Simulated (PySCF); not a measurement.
## Atomic calculation, with input and output: C⁺

C⁺, configuration 1s2 2s1 2p1 3d1, multiplicity 4. Computed at this level: unrestricted HF, aug-cc-pCVTZ-DK plus 1 even-tempered diffuse shell per l, spin-free X2C-1e, Gaussian nucleus (PySCF).

**Input file**
```python
from pyscf import gto, scf, dft, mp, cc
import basis_set_exchange as bse
mol = gto.M(atom="C 0 0 0", charge=1, spin=3, symmetry="D2h",
            basis=gto.basis.parse(bse.get_basis("aug-cc-pCVTZ-DK", elements=["C"], fmt="nwchem", augment_diffuse=1)),
            nucmod="G")
mf = scf.UHF(mol).sfx2c1e()
mf.irrep_nelec = {'Ag': (2, 1), 'B2g': (1, 0), 'B2u': (1, 0)}
mf.kernel()
```

The script is an equivalent of what the driver set up; the driver started from orbitals of its own, so the log can be shorter than this script's would be, and it computed the properties (radii, ⟨L²⟩, response) afterwards. It held the occupations shell by shell, which the script's counts by irreducible representation don't always enforce.

Hardware: 1 CPU thread, shared host.

**Output (extracts)**
```
damping factor = 0
level_shift factor = 0
DIIS = <class 'pyscf.scf.diis.CDIIS'>
diis_start_cycle = 1
diis_space = 10
diis_damp = 0
SCF conv_tol = 1e-09
SCF conv_tol_grad = None
number electrons alpha = 4  beta = 1
cycle= 1 E= -36.483785316642  delta_E= -0.00247  |g|= 0.0164  |ddm|= 0.0449
cycle= 2 E= -36.4839186012502  delta_E= -0.000133  |g|= 0.00383  |ddm|= 0.0112
cycle= 3 E= -36.4839271643278  delta_E= -8.56e-06  |g|= 0.000148  |ddm|= 0.00383
cycle= 4 E= -36.4839271855306  delta_E= -2.12e-08  |g|= 2.18e-05  |ddm|= 0.000421
cycle= 5 E= -36.4839271875732  delta_E= -2.04e-09  |g|= 6.94e-06  |ddm|= 0.000143
cycle= 6 E= -36.4839271878896  delta_E= -3.16e-10  |g|= 8e-07  |ddm|= 6.86e-05
converged SCF energy = -36.4839271878896  <S^2> = 3.7500112  2S+1 = 4.0000056
```

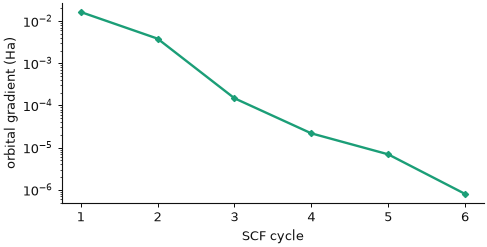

**Figure 1.** Convergence: orbital gradient against the SCF cycle. The residual falls at every step. It goes from 0.016 to 8.0×10⁻⁷ in 6 steps.

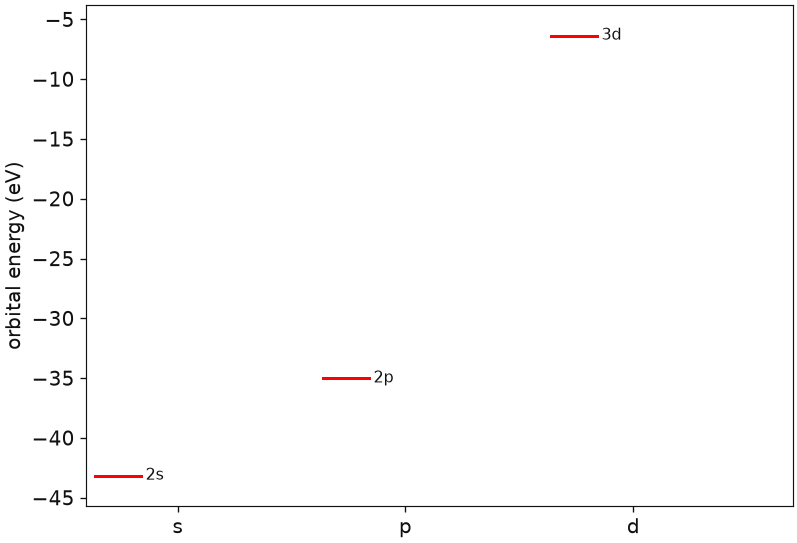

**Figure 2.** Orbital energies of the mean field, from the top down to −43.1 eV, by angular momentum, α spin at the left of each column and β at the right; ×n counts the orbitals under one label. Empty levels that the record names by l alone aren't drawn. The highest filled orbital is 3d α at −6.36 eV, the lowest empty one s β at −21.7 eV.

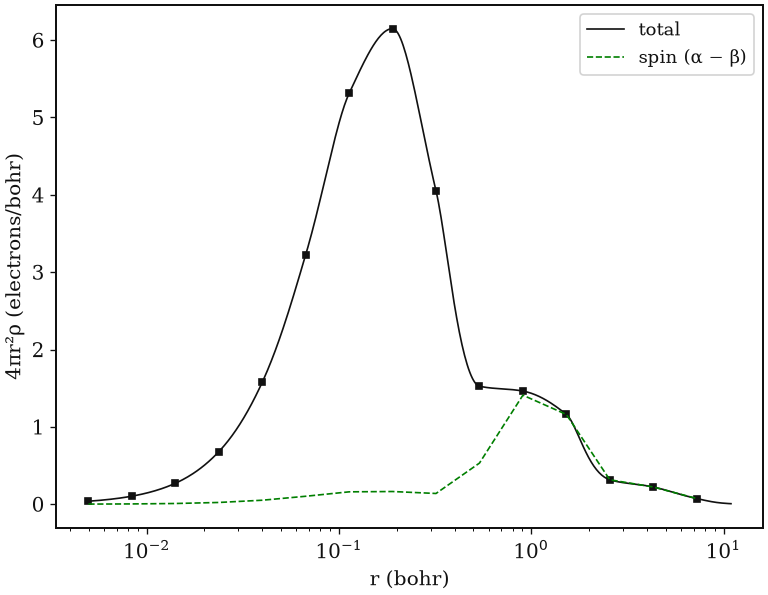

**Figure 3.** Spherically averaged radial density 4πr²ρ of the mean field and its spin part; markers are the stored points, which are sparse, and the line is a monotone interpolation between them. The largest stored value is 6.15 electrons/bohr at r = 0.19 bohr. Root-mean-square radii of the shells: 1s 0.311, 2p 1.45, 2s 1.48, 3d 5.31 bohr.

**Key numbers**

| quantity | value |
| --- | --- |
| outcome | converged |
| total energy | −36.483927 hartree |
| ⟨S²⟩ | 3.750 |
| ⟨L²⟩ | 8.01 |
| SCF iterations | 6 |
| CPU time | 1.4 s (integrals apart) |

**Remarks**

The driver held the occupations shell by shell, and empty p levels lie below the filled 3d. This is not the ground configuration of the species. ⟨L²⟩ departs from that of the intended term, so the determinant mixes terms.
